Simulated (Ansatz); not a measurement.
C2H4IN: several calculations on one system

**1. Relaxation**

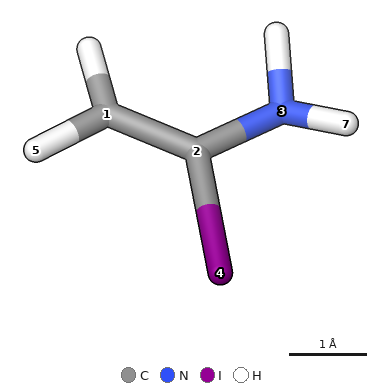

Starting structure of C2H4IN. A stick model, seen at a tilt.

The run prepares an end point of a later path (torsion) calculation, from a guessed geometry.

Computed with Ansatz, RHF/def2-SVP.

Input
```yaml
crystal:
  periodic: [false, false, false]
  atoms:
    - { symbol: C, position_ang: [-0.2259, 1.119, -0.1284] }
    - { symbol: C, position_ang: [-0.168, -0.1643, -0.2705] }
    - { symbol: "N", position_ang: [0.7812, -0.9136, 0.3092] }
    - { symbol: I, position_ang: [-1.4495, -1.2176, -1.394] }
    - { symbol: H, position_ang: [-1.0653, 1.7174, -0.6417] }
    - { symbol: H, position_ang: [0.4405, 1.7474, 0.4434] }
    - { symbol: H, position_ang: [0.5372, -1.872, 0.474] }
    - { symbol: H, position_ang: [1.242, -0.4735, 1.1522] }
basis:
  gaussian: { orbitals: def2-SVP }
hamiltonian:
  xc: hf
relax:
  f_tol: 0.015
  max_steps: 40
```

Command:
```bash
ansatz run input.yaml --threads 1 --pin off --max-ram 2048MiB --backend cpu --events-out ev --progress --plain --runs-dir out
```

Where does the relaxation end?

Answer. Over 7 geometry steps the energy falls by 45.2 kJ/mol. Largest force component: 4.3 eV/Å at the start, 0.0078 eV/Å at the end. H8 moves most after the best rigid fit: 0.19 Å. Largest moves by element: H 0.19 Å, I 0.12 Å, C 0.07 Å, N 0.05 Å. Among the contacts that change: C2–I4 2.003 → 2.121 Å, C1–H5 1.152 → 1.078 Å, N3–H8 1.057 → 1.003 Å, C2–N3 1.341 → 1.382 Å. Bond angles that change, for instance: C2–C1–H6 127.5° → 119.7°, H5–C1–H6 112.5° → 117.9°, C1–C2–N3 122.6° → 126.8°. The run took 21 s on 1 thread of Arm Neoverse V2 (shared host), peak memory 0.19 GiB.

Step by step:

```json
{"step": "0", "E − E(0), kJ/mol": "0.00", "largest force component, eV/Å": "4.2935"}
{"step": "1", "E − E(0), kJ/mol": "-40.62", "largest force component, eV/Å": "1.1299"}
{"step": "2", "E − E(0), kJ/mol": "-43.79", "largest force component, eV/Å": "0.3281"}
{"step": "3", "E − E(0), kJ/mol": "-44.60", "largest force component, eV/Å": "0.1856"}
{"step": "4", "E − E(0), kJ/mol": "-45.06", "largest force component, eV/Å": "0.0928"}
{"step": "5", "E − E(0), kJ/mol": "-45.17", "largest force component, eV/Å": "0.0660"}
{"step": "6", "E − E(0), kJ/mol": "-45.20", "largest force component, eV/Å": "0.0217"}
{"step": "7", "E − E(0), kJ/mol": "-45.20", "largest force component, eV/Å": "0.0078"}
```

Final geometry:

```xyz
8

C    -0.2853    1.1619   -0.1268
C    -0.1674   -0.1505   -0.2453
N     0.8078   -0.9497    0.3215
I    -1.4914   -1.2260   -1.5057
H    -1.0233    1.7261   -0.6740
H     0.3872    1.7057    0.5278
H     0.4989   -1.8469    0.6388
H     1.3656   -0.4777    1.0079
```

The end point in the same view:

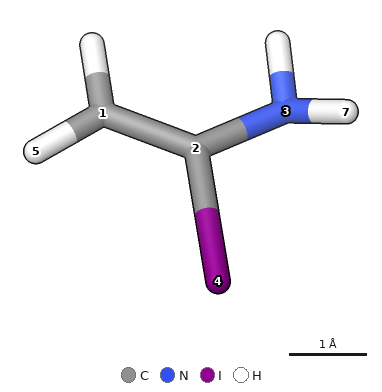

**2. Relaxation**

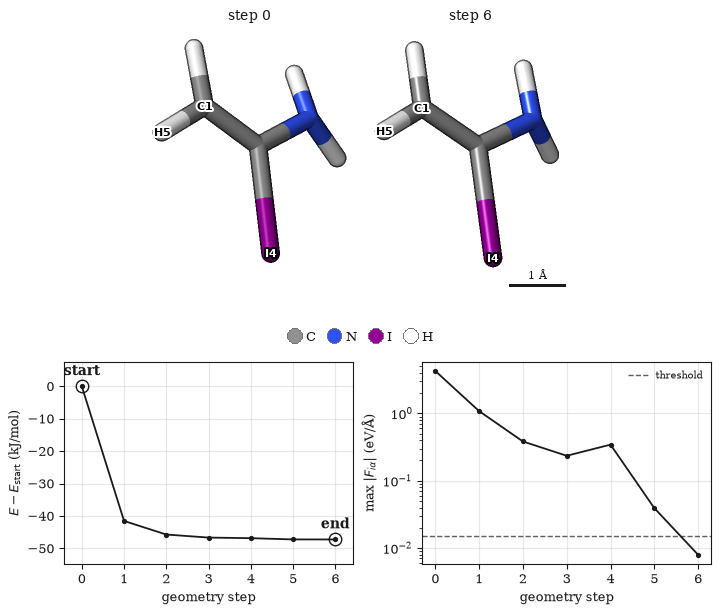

First and last geometry of a relaxation of C2H4IN, with the history of the run. A stick model, seen from a free direction.

The run prepares an end point of a later path (torsion) calculation, from a guessed geometry.

The calculation used RHF/def2-SVP (Ansatz).

The input:
```yaml
crystal:
  periodic: [false, false, false]
  atoms:
    - { symbol: C, position_ang: [-0.2259, 1.119, -0.1284] }
    - { symbol: C, position_ang: [-0.168, -0.1643, -0.2705] }
    - { symbol: "N", position_ang: [0.7812, -0.9136, 0.3092] }
    - { symbol: I, position_ang: [-1.4495, -1.2176, -1.394] }
    - { symbol: H, position_ang: [-1.0653, 1.7174, -0.6417] }
    - { symbol: H, position_ang: [0.4405, 1.7474, 0.4434] }
    - { symbol: H, position_ang: [1.6396, -0.44021, 0.51963] }
    - { symbol: H, position_ang: [0.94984, -1.85058, -0.14939] }
basis:
  gaussian: { orbitals: def2-SVP }
hamiltonian:
  xc: hf
relax:
  f_tol: 0.015
  max_steps: 40
```

Run as
```bash
ansatz run input.yaml --threads 1 --pin off --max-ram 2048MiB --backend cpu --events-out ev --progress --plain --runs-dir out
```

> Did the run converge, and what did it change?

It converged. H7 moves most after the best rigid fit: 0.23 Å. By element the largest moves are H 0.23 Å, I 0.16 Å, C 0.07 Å, N 0.06 Å. Some distances before and after: C2–I4 2.003 → 2.121 Å, C1–H5 1.152 → 1.078 Å, N3–H8 1.057 → 1.001 Å, C2–N3 1.341 → 1.383 Å. Bond angles that change, for instance: C2–C1–H6 127.5° → 119.8°, H5–C1–H6 112.5° → 117.9°, C1–C2–N3 122.6° → 126.8°. Over 6 geometry steps the energy falls by 47.2 kJ/mol. Largest force component: 4.3 eV/Å at the start, 0.0079 eV/Å at the end. Cost: 18 s on 1 thread of Arm Neoverse V2, with other jobs on the host, peak memory 0.19 GiB.

**3. Path**

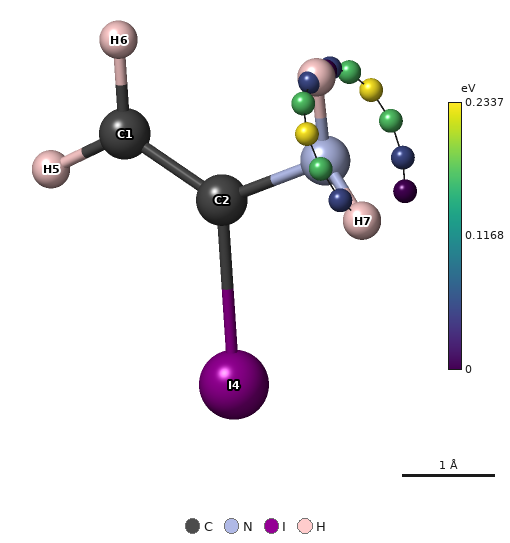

NEB run on C2H4IN. Images are numbered from 0 (start) to 6 (end). The start is drawn whole; smaller spheres mark the moving atoms (H) in the later images, joined by lines and coloured by the energy of the image relative to the start. A ball-and-stick model, seen at a tilt.

Method: RHF/def2-SVP in Ansatz.

Input
```yaml
crystal:
  periodic: [false, false, false]
  atoms:
    - { symbol: C, position_ang: [-0.284995, 1.161918, -0.126945] }
    - { symbol: C, position_ang: [-0.167741, -0.150535, -0.245008] }
    - { symbol: "N", position_ang: [0.807904, -0.949884, 0.320856] }
    - { symbol: I, position_ang: [-1.49378, -1.226097, -1.50316] }
    - { symbol: H, position_ang: [-1.023537, 1.726147, -0.673388] }
    - { symbol: H, position_ang: [0.38855, 1.705754, 0.526544] }
    - { symbol: H, position_ang: [0.49908, -1.846754, 0.638995] }
    - { symbol: H, position_ang: [1.36672, -0.477747, 1.006307] }
basis:
  gaussian: { orbitals: def2-SVP }
hamiltonian:
  xc: hf
neb:
  order_check: false
  images: 5
  f_tol: 0.03
  max_iterations: 60
  initial_path: idpp
  final_atoms:
    - { symbol: C, position_ang: [-0.32171845, 1.15518415, -0.08885886] }
    - { symbol: C, position_ang: [-0.20778832, -0.157802, -0.20380627] }
    - { symbol: "N", position_ang: [0.53685748, -0.99915539, 0.60188974] }
    - { symbol: I, position_ang: [-1.33160516, -1.19627563, -1.67268168] }
    - { symbol: H, position_ang: [-0.99462804, 1.73115142, -0.70356068] }
    - { symbol: H, position_ang: [0.26290354, 1.68306615, 0.65686423] }
    - { symbol: H, position_ang: [1.15847584, -0.51578882, 1.22255744] }
    - { symbol: H, position_ang: [0.9897041, -1.75757789, 0.13179709] }
```

Run as
```bash
ansatz run input.yaml --threads 1 --pin off --max-ram 2048MiB --backend cpu --events-out ev --progress --plain --runs-dir out
```

> Describe the path and its energy.

The motion is a rotation about the C–N bond by about 150°. No bond forms or breaks between the ends. Bond angles that change up to the highest image, for instance: C–N–H 115.5° → 113.1°. The two ends have the same energy, and the highest point, image 3, lies 0.234 eV above the start. The band converged in 9 iterations, with a climbing image at the top.

The run took 100 s on 1 thread of Arm Neoverse V2 (shared host), peak memory 0.19 GiB.
